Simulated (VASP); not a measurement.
# Ni: surface energy and work function by face

Aim: compare the low-index faces of Ni at one level of theory.

Main program and level: VASP 6.6.1; PBEsol, spin-polarised from a ferromagnetic start (one magnetic atom a cell); plane waves and PAW (Ni), in the first sound run; inputs show where later runs differ.

### Step 1. The structure

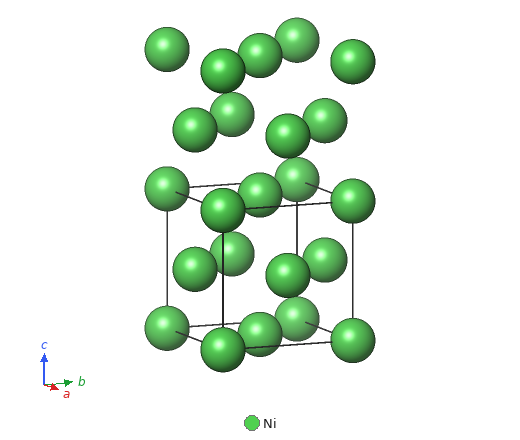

The starting structure, seen slightly off an axis (nickel green). 1×1×2 cells are drawn. This picture shows the conventional cell, with its axes. Some periodic images of atoms are drawn too.

Coordinates:

```xyz
1
Lattice="0.0000 1.7600 1.7600 1.7600 0.0000 1.7600 1.7600 1.7600 0.0000" Properties=species:S:1:pos:R:3 pbc="T T T"
Ni    0.0000    0.0000    0.0000
```

### Step 2. The bulk reference, job relaxation, k-mesh 19×19×19

The bulk crystal is relaxed first, so that the slabs are cut at this functional's lattice.

INCAR reads:

```
SYSTEM = Ni
PREC = Accurate
ENCUT = 420
EDIFF = 1E-06
NELM = 120
ISMEAR = 1
SIGMA = 0.15
LREAL = .FALSE.
ALGO = Normal
GGA = PS
NBANDS = 12
ISPIN = 2
MAGMOM = 1
LASPH = .TRUE.
LMAXMIX = 4
LORBIT = 11
LWAVE = .FALSE.
LCHARG = .FALSE.
KPAR = 4
IBRION = 2
NSW = 30
ISIF = 3
EDIFFG = -0.01
POTIM = 0.4
```

POSCAR reads:

```
Ni
1.0
    0.0000000000      1.7600000000      1.7600000000
    1.7600000000      0.0000000000      1.7600000000
    1.7600000000      1.7600000000      0.0000000000
Ni
1
Direct
    0.0000000000      0.0000000000      0.0000000000
```

KPOINTS reads:

```
Automatic mesh
0
Gamma
19 19 19
0 0 0
```

Potentials, in the order of the species: Ni (PBE family, release 64).

The run is started by

```console
mpirun -np 4 vasp_std
```

The log of the run:

```text
[banner, memory and clock lines left out]
running    4 mpi-ranks, on    1 nodes
 distrk:  each k-point on    1 cores,    4 groups
 distr:  one band on    1 cores,    1 groups

 POSCAR found type information on POSCAR Ni
 POSCAR found :  1 types and       1 ions
|                                                                             |
|               ----> ADVICE to this user running VASP <----                  |
|                                                                             |
|     You enforced a specific xc type in the INCAR file but a different       |
|     [... a line on the potential file left out ...]
|     I HOPE YOU KNOW WHAT YOU ARE DOING!                                     |
|                                                                             |

 LDA part: xc-table for (Slater+PW92), standard interpolation
 POSCAR, INCAR and KPOINTS ok, starting setup
 FFT: planning ... GRIDC
 FFT: planning ... GRID_SOFT
 FFT: planning ... GRID
 WAVECAR not read
 entering main loop
       N       E                     dE             d eps       ncg     rms          rms(c)
DAV:   1     0.257001159334E+02    0.25700E+02   -0.39238E+03 11156   0.907E+02
DAV:   2    -0.643529598026E+01   -0.32135E+02   -0.30175E+02 11340   0.154E+02
DAV:   3    -0.732873609791E+01   -0.89344E+00   -0.88847E+00 12100   0.289E+01
DAV:   4    -0.733547549797E+01   -0.67394E-02   -0.67383E-02 12200   0.221E+00
DAV:   5    -0.733561004357E+01   -0.13455E-03   -0.13454E-03 12416   0.298E-01    0.106E+01
DAV:   6    -0.653581224954E+01    0.79980E+00   -0.17222E+01 13368   0.550E+01    0.638E+00
DAV:   7    -0.613648658548E+01    0.39933E+00   -0.30096E+00 13288   0.211E+01    0.184E+00
DAV:   8    -0.612100962984E+01    0.15477E-01   -0.17699E-02 14480   0.112E+00    0.966E-01
DAV:   9    -0.611775681502E+01    0.32528E-02   -0.23600E-03 16032   0.356E-01    0.285E-01
DAV:  10    -0.611696112803E+01    0.79569E-03   -0.77018E-04 16360   0.182E-01    0.496E-02
DAV:  11    -0.611693945373E+01    0.21674E-04   -0.79756E-05 13724   0.917E-02    0.226E-02
DAV:  12    -0.611693975823E+01   -0.30451E-06   -0.33945E-06  9424   0.126E-02
   1 F= -.61169398E+01 E0= -.61167038E+01  d E =-.611694E+01  mag=     0.6413
 curvature:   0.00 expect dE= 0.000E+00 dE for cont linesearch  0.000E+00
 trial: gam= 0.00000 g(F)=  0.188E-63 g(S)=  0.592E-01 ort = 0.000E+00 (trialstep = 0.100E+01)
 search vector abs. value=  0.592E-01
 bond charge predicted
       N       E                     dE             d eps       ncg     rms          rms(c)
DAV:   1    -0.736130592627E+01   -0.12444E+01   -0.16353E+01 13208   0.551E+01    0.952E+00
DAV:   2    -0.644834753098E+01    0.91296E+00   -0.14012E+01 13384   0.500E+01    0.449E+00
DAV:   3    -0.615544418504E+01    0.29290E+00   -0.19875E+00 13324   0.180E+01    0.151E+00
DAV:   4    -0.613312425478E+01    0.22320E-01   -0.16229E-02 12692   0.836E-01    0.786E-01
DAV:   5    -0.612728825288E+01    0.58360E-02   -0.72491E-03 14584   0.526E-01    0.327E-01
DAV:   6    -0.612741147398E+01   -0.12322E-03   -0.61115E-04 12920   0.237E-01    0.116E-01
DAV:   7    -0.612738944837E+01    0.22026E-04   -0.65845E-05 14664   0.804E-02    0.247E-02
DAV:   8    -0.612738777055E+01    0.16778E-05   -0.16234E-06  9408   0.151E-02    0.881E-03
DAV:   9    -0.612738658390E+01    0.11866E-05   -0.45453E-07  5908   0.447E-03    0.412E-03
DAV:  10    -0.612738658516E+01   -0.12526E-08   -0.61544E-08  5572   0.304E-03
   2 F= -.61273866E+01 E0= -.61271648E+01  d E =-.104468E-01  mag=     0.5752
 trial-energy change:   -0.010447  1 .order   -0.008713   -0.059161    0.041734
 step:   0.6109(harm=  0.5864)  dis= 0.00000  next Energy=    -6.135404 (dE=-0.185E-01)
 bond charge predicted
       N       E                     dE             d eps       ncg     rms          rms(c)
DAV:   1    -0.632811366397E+01   -0.20073E+00   -0.26146E+00 13412   0.235E+01    0.370E+00
DAV:   2    -0.619644004539E+01    0.13167E+00   -0.25873E+00 13572   0.191E+01    0.190E+00
DAV:   3    -0.613964992642E+01    0.56790E-01   -0.36649E-01 13272   0.798E+00    0.618E-01
DAV:   4    -0.613581575659E+01    0.38342E-02   -0.30399E-03 12148   0.410E-01    0.332E-01
DAV:   5    -0.613541064534E+01    0.40511E-03   -0.10527E-03 14644   0.205E-01    0.759E-02
DAV:   6    -0.613541436213E+01   -0.37168E-05   -0.55629E-06 11772   0.229E-02    0.536E-02
DAV:   7    -0.613542452327E+01   -0.10161E-04   -0.81822E-06 13492   0.385E-02    0.771E-03
DAV:   8    -0.613542484020E+01   -0.31693E-06   -0.32533E-07  5868   0.736E-03
   3 F= -.61354248E+01 E0= -.61351296E+01  d E =-.184851E-01  mag=     0.6000
 curvature:  -0.29 expect dE=-0.146E-05 dE for cont linesearch -0.146E-05
 trial: gam=-0.00911 g(F)=  0.300E-62 g(S)=  0.500E-05 ort = 0.544E-03 (trialstep = 0.922E+00)
 search vector abs. value=  0.523E-09
 reached required accuracy - stopping structural energy minimisation
```

Wall time 55 s (4 MPI ranks of Intel Xeon Platinum 8259CL at 2.50GHz (Skylake/Cascade Lake), shared host); peak memory 0.55 GiB.

Lines that name or quote the potential files are left out of all logs, and their timing lines are given in words.

Parts of OUTCAR (step 2):

```text
ion  position               nearest neighbor table
   1  0.000  0.000  0.000-

  LATTYP: Found a face centered cubic cell.
 ALAT       =     3.5200000000

 Subroutine GETGRP returns: Found 48 space group operations
 (whereof 48 operations were pure point group operations)

The static configuration has the point symmetry O_h .

 Found    220 irreducible k-points:

   k-points           NKPTS =    220   k-points in BZ     NKDIM =    220   number of bands    NBANDS=     12

   dimension x,y,z NGX =    18 NGY =   18 NGZ =   18
   dimension x,y,z NGXF=    36 NGYF=   36 NGZF=   36

   ENCUT  =  420.0 eV  30.87 Ry    5.56 a.u.   4.16  4.16  4.16*2*pi/ulx,y,z

   NELECT =      10.0000    total number of electrons

 k-points in reciprocal lattice and weights: Automatic mesh
   0.00000000  0.00000000  0.00000000       0.000
   0.05263158  0.00000000  0.00000000       0.001
   0.10526316  0.00000000  0.00000000       0.001
   0.15789474  0.00000000  0.00000000       0.001
   0.21052632  0.00000000  0.00000000       0.001
   0.26315789  0.00000000  0.00000000       0.001
   0.31578947  0.00000000  0.00000000       0.001
   0.36842105  0.00000000  0.00000000       0.001
   0.42105263  0.00000000  0.00000000       0.001
[...]
-0.31578947  0.47368421  0.21052632       0.003
  -0.26315789  0.47368421  0.21052632       0.003

 average (electrostatic) potential at core
       1 -81.2614

 E-fermi :   9.9033

 spin component 1
 k-point     1 :       0.0000    0.0000    0.0000
  band No.  band energies     occupation
    ...
      2       7.3556      1.00000
      3       7.3556      1.00000
      4       7.3556      1.00000
      5       8.6128      1.00000
      6       8.6128      1.00000
      7      34.0088      0.00000
      8      38.2329      0.00000
      9      38.2329      0.00000
     10      38.2329      0.00000
     11      41.3236      0.00000
    ...

 k-point     2 :       0.0526    0.0000    0.0000
  band No.  band energies     occupation
    ...
      2       7.3246      1.00000
      3       7.3818      1.00000
      4       7.3818      1.00000
      5       8.6011      1.00000
      6       8.6011      1.00000
      7      33.7065      0.00000
      8      36.7311      0.00000
      9      37.9745      0.00000
     10      37.9745      0.00000
     11      41.7035      0.00000
    ...

 k-point     3 :       0.1053    0.0000    0.0000
  band No.  band energies     occupation
    ...
      2       7.2397      1.00000
      3       7.4520      1.00000
      4       7.4520      1.00000
      5       8.5748      1.00000
      6       8.5748      1.00000
      7      32.1637      0.00000
      8      35.3824      0.00000
      9      37.4415      0.00000
     10      37.4415      0.00000
     11      42.4225      0.00000
    ...

 k-point     4 :       0.1579    0.0000    0.0000
  band No.  band energies     occupation
    ...
      2       7.1257      1.00000
      3       7.5381      1.00000
      4       7.5381      1.00000
      5       8.5611      1.00000
      6       8.5611      1.00000
      7      29.5743      0.00000
      8      34.9145      0.00000
      9      36.8918      0.00000
     10      36.8918      0.00000
     11      42.3702      0.00000
    ...

 k-point     5 :       0.2105    0.0000    0.0000
  band No.  band energies     occupation
    ...
      2       7.0247      1.00000
      3       7.5946      1.00000
      4       7.5946      1.00000
      5       8.6020      1.00000
      6       8.6020      1.00000
      7      26.8180      0.00000
      8      34.5189      0.00000
      9      36.4144      0.00000
     10      36.4144      0.00000
     11      42.5291      0.00000
    ...

 k-point     6 :       0.2632    0.0000    0.0000
  band No.  band energies     occupation
    ...
      2       7.0082      1.00000
      3       7.5890      1.00000
      4       7.5890      1.00000
      5       8.7236      1.00000
      6       8.7236      1.00000
      7      24.1305      0.00000
      8      34.0311      0.00000
      9      36.0316      0.00000
     10      36.0316      0.00000
     11      41.4739      0.00000
    ...

  Total       -0.0065745     -0.0065745     -0.0065745      0.0000000      0.0000000     -0.0000000
  in kB       -1.0165932     -1.0165932     -1.0165932      0.0000000      0.0000000     -0.0000000
  external PRESSURE =      -1.0165932 kB  Pullay stress =       0.0000000 kB

  energy-cutoff  :      420.00
  volume of cell :       10.36
      direct lattice vectors                 reciprocal lattice vectors
    -0.000000000  1.730339772  1.730339772    -0.288960589  0.288960589  0.288960589
     1.730339772  0.000000000  1.730339772     0.288960589 -0.288960589  0.288960589
     1.730339772  1.730339772 -0.000000000     0.288960589  0.288960589 -0.288960589

 POSITION                                       TOTAL-FORCE (eV/Angst)
 -----------------------------------------------------------------------------------
      0.00000      0.00000     -0.00000         0.000000      0.000000     -0.000000
 -----------------------------------------------------------------------------------
    total drift:                               -0.000000     -0.000000     -0.000000

  FREE ENERGIE OF THE ION-ELECTRON SYSTEM (eV)
  ---------------------------------------------------
  free  energy   TOTEN  =        -6.1354248402 eV

  energy  without entropy=       -6.1345391524  energy(sigma->0) =       -6.13512961

 reached required accuracy - stopping structural energy minimisation

 total charge
# of ion       s       p       d       tot
------------------------------------------
    1        0.522   0.548   8.335   9.404

 magnetization (x)
# of ion       s       p       d       tot
------------------------------------------
    1       -0.007  -0.024   0.637   0.606

[... 6 further parts left out ...]
```

CONTCAR:

```
Ni
   1.00000000000000
    -0.0000000000000000    1.7303397723699407    1.7303397723699407
     1.7303397723699407    0.0000000000000000    1.7303397723699407
     1.7303397723699407    1.7303397723699407   -0.0000000000000000
  Ni
     1
Direct
     0.0000000000000000    0.0000000000000000    0.0000000000000000
```

The cell holds one magnetic atom, so no antiferromagnetic order fits into it. The PAW data sets were made with PBE, which is usual practice but a small mismatch for other functionals. The run keeps the 48 symmetry operations of its start, so it cannot find a distortion of lower symmetry.

Step by step:

```
step  energy less that of the first step (eV)  largest force (eV/Å)  pressure (GPa)  volume (Å³)
   1                                   0.0000                0.0000          -10.50        10.90
   2                                  -0.0104                0.0000            8.06        10.03
   3                                  -0.0185                0.0000           -0.10        10.36
```

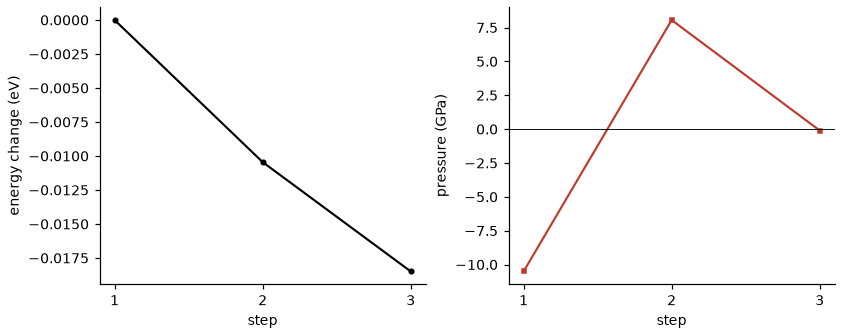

Energy and pressure along the relaxation.

```
conventional cell, symmetrised  before  after  change
                         a (Å)   3.520  3.461  -1.7 %
                         b (Å)   3.520  3.461  -1.7 %
                         c (Å)   3.520  3.461  -1.7 %
              volume (Å³/atom)   10.90  10.36  -5.0 %
```

The relaxed structure:

```
Ni
1.0
     0.00000    1.73034    1.73034
     1.73034    0.00000    1.73034
     1.73034    1.73034    0.00000
Ni
1
Direct
  0.00000 0.00000 0.00000
```

This step gave:

```
electronic cycles                                 : 30
electrons                                         : 10
free energy (TOTEN)                               : -6.135 eV
energy at zero smearing                           : -6.135 eV
Fermi energy                                      : 9.903 eV
moment of the cell, from the last line of the log : 0.6 μB
metallic                                          : yes
```

Spin moment in the PAW sphere by atom:

```
atom  spin moment in the PAW sphere (μB)
 Ni1                               0.606
```

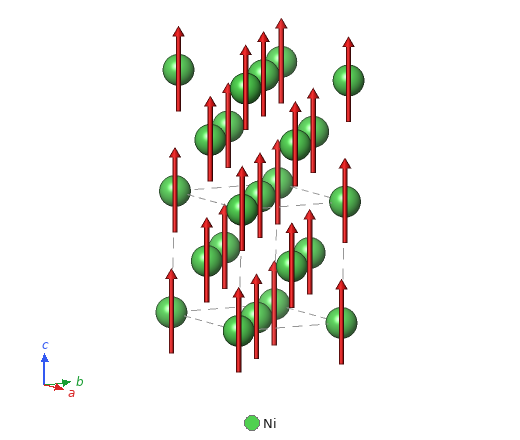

Spin moment in the PAW sphere as arrows, the longest 0.606 μB. Up and down stand for the sign. Arrows give size and sign along the axis of quantisation, drawn up and down the page. 1×1×2 conventional cells are drawn. Some periodic images of atoms are drawn too.

The run ended after 3 ionic steps, 0.018 eV below its first step, once forces and stress met EDIFFG = -0.01.

Energy at zero smearing: -6.13513 eV.

(Continued in part 2 of 6.)

[Lines on the potential files, build, host, timing and source positions are cut from VASP's logs without a mark.]

[Logs are printed without paths, hosts, clocks, repeated set-up lines and the standing remarks that a program may print on its own settings, such as how far it seeks lower states.]

[Hosts, paths, dates, database ids (printed as entryN), source tags and the programs' standing remarks are cut or masked in the printed files.]

[Runs that stopped without an error message from VASP are left out.]
